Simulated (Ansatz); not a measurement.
```xyz
6

C    -0.1476    1.3322   -0.7075
Al    1.0560   -0.1572   -1.1732
F     2.7141    0.3461   -0.9384
H    -0.8835    2.1113   -0.4681
H     0.8647   -0.5545   -2.7504
H     0.7686   -1.4334   -0.1881
```

Geometry: PBE0-D3(BJ)/def2-SVPD.

Method: isolated molecule in a Gaussian basis; Kohn-Sham density functional theory, functional PBE0 in Ansatz.

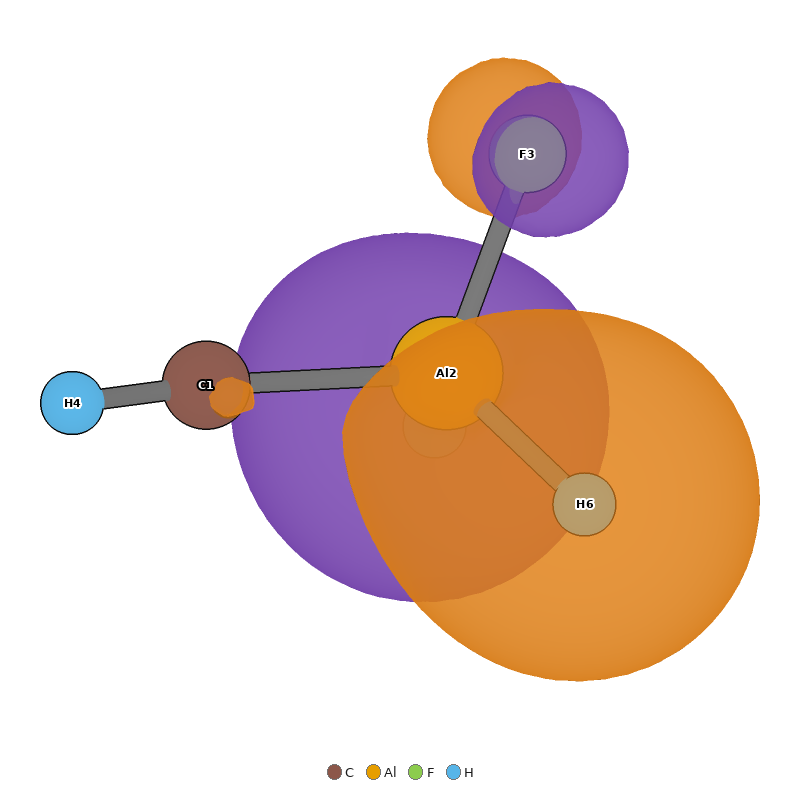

CH$_{3}$AlF (SMILES [CH][AlH2-][F]) (charge −1, triplet). The HOMO (β) at ±0.08 Å⁻³ᐟ² (orange and purple are the two phases), seen at a tilt.

**What is the character of this orbital?**

Its weight (Hirshfeld) is mainly on Al2 (about 30 %), H5 (about 30 %) and H6 (about 30 %). Its energy is −2.49 eV.
